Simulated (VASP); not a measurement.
Band structure of Pd$_{2}$YbSi$_{2}$ (space group I4/mmm). Level of theory: PBEsol GGA, VASP's PBE PAW potentials (set 64) (plane waves; VASP).

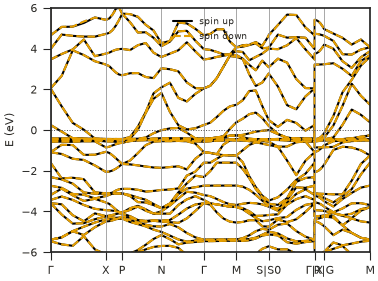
Figure. Bands along high-symmetry lines, zero at the valence-band maximum or, without a gap, the Fermi level

Problem. Read the plot: is there a gap, and where are the band edges?

Solution. It has no gap at this level: it comes out as a metal or semimetal.

The structure comes from a measured Pd2YbSi2 entry of the Crystallography Open Database, whose conditions weren't checked. The cell was not relaxed at this level. The k-mesh is coarse (spacing up to 0.43 per Å, 2π included), so the numbers may not be converged in it.
